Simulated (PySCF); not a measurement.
# C7H6N2 (SMILES C#Cc1cnncc1C): what the fields show

Input file:

```
{"job": {"kind": "nmr", "xc": "PBE0", "basis": "pcSseg-1"}, "charge": 0, "multiplicity": 1}
C     -1.597533     2.461076     0.124408
C     -0.742132     1.626746     0.004069
C      0.276103     0.659215    -0.142661
C      1.578400     1.037283    -0.506931
N      2.558966     0.175119    -0.655078
N      2.352243    -1.094504    -0.464335
C      1.157050    -1.531450    -0.120435
C      0.047581    -0.704385     0.063008
C     -1.292032    -1.230027     0.454083
H     -2.340112     3.195080     0.227713
H      1.826848     2.074599    -0.683137
H      1.079772    -2.601849     0.016429
H     -1.266222    -2.311095     0.566273
H     -1.610041    -0.781088     1.394911
H     -2.033305    -0.966728    -0.300228
```

Run with:

```sh
OMP_NUM_THREADS=1 python probes_run.py task.json out
```

Geometry: GFN2-xTB.

Computed with PBE0/pcSseg-1, SCF density, gas phase, non-relativistic (PySCF 2.14.0).

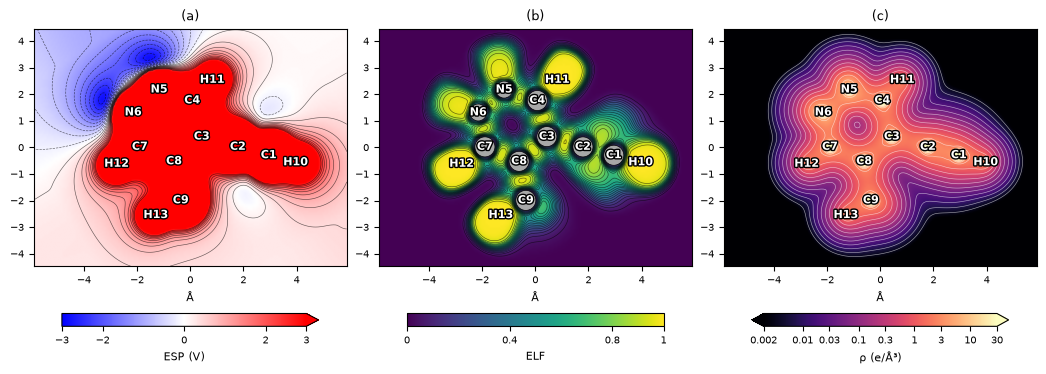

Figure 1. (a) molecular electrostatic potential; (b) electron localisation function; (c) total electron density on the plane of atoms C3, C8 and C7. Grey discs cover the atomic cores in the ELF map.

### Interpret the plot.

The section cuts through C, N and H sites.
C–C (1.20 Å): ρ is about 2.7 e/Å³ halfway; the ELF peaks at about 0.85 between the atoms: a short, multiple covalent bond.
N–N (1.30 Å): ρ at the midpoint is about 2.8 e/Å³; the ELF peaks at about 0.90 between the atoms (a covalent bond).
C–N (1.31 Å): ρ at the midpoint is about 2.6 e/Å³; the ELF peaks at about 0.90 between the atoms (a covalent bond).
C–H (1.05 Å): the density is about 2.1 e/Å³ at the midpoint; the ELF climbs to about 1 towards the hydrogen, as it does in any bond to H: an ordinary covalent bond to hydrogen.
The ELF also peaks beside N6 and N5, away from the bonds: lone-pair regions.
Outside the dense part of the molecule the potential is most negative (−2.8 V) near N5.

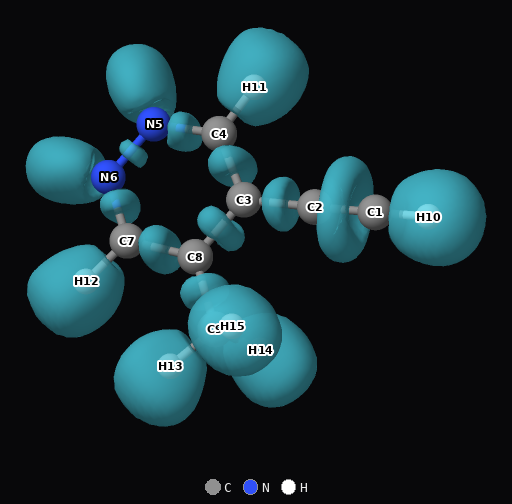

Figure 2. Isosurface of the electron localisation function at 0.8 (cyan), seen at a tilt. Core shells and regions of very low density are left out.

### What do the ELF domains correspond to?

At this value the surface marks out six regions between bonded C–C atoms (shared pairs), two regions between bonded C–N atoms (shared pairs), one region between bonded N–N atoms (shared pairs), six regions around hydrogen nuclei and two lobes on N, pointing away from the bonds (lone pairs).

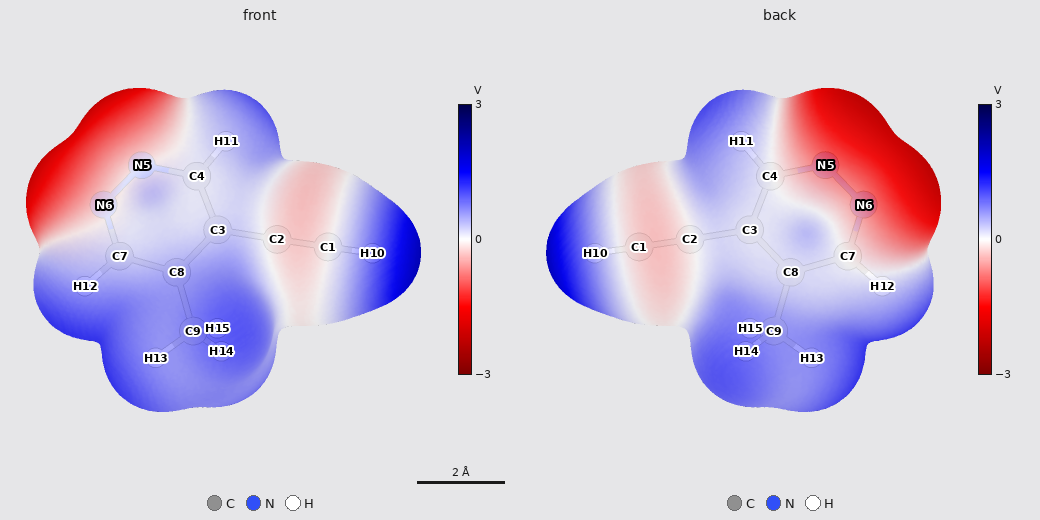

Figure 3. The molecular electrostatic potential painted on the density surface at 0.002 e/bohr³, seen from the front and from behind; red is negative and blue positive.

### Where is the surface potential most negative and most positive?

The most negative region (about −2.1 V) lies over N5 and N6, the most positive (about +1.9 V) over H10.

### What dipole moment does the calculation give?

Its dipole moment is 4.72 D.
